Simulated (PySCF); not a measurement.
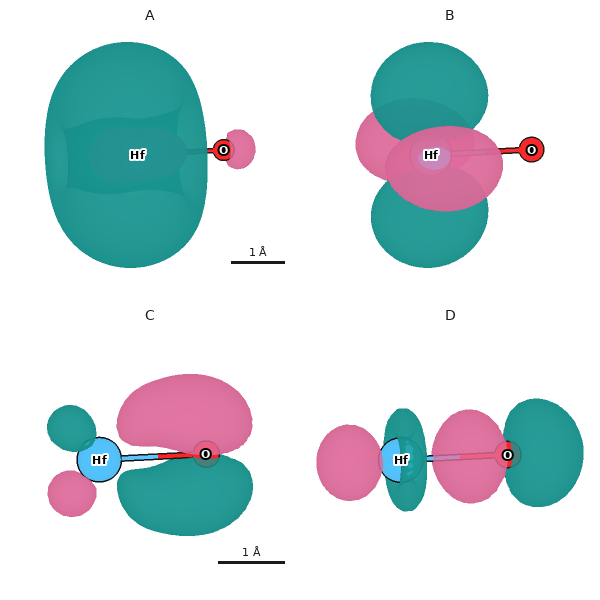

Figure 1: HfO (charge +1, doublet). Four frontier α-spin orbitals, each drawn at the value that holds 80 % of its norm (teal and pink are the two phases), in no order; of a degenerate pair one member is drawn.

Core potentials replace the inner electrons of Hf.

All numbers below come from PySCF 2.14.0, PBE0/def2-TZVPPD, non-relativistic Hamiltonian with scalar-relativistic core potentials where named, at a bond length of 1.692 Å.

### Name the orbitals and rank them from lowest to highest energy.

Orbital C: π, occupied in this spin, −15.82 eV; mainly on O (70 %).
Orbital D: σ, occupied in this spin, −15.68 eV; mainly on O (70 %).
Orbital A: σ, occupied in this spin, −12.25 eV; almost wholly on Hf.
Orbital B: δ, empty in this spin, −9.26 eV; almost wholly on Hf.
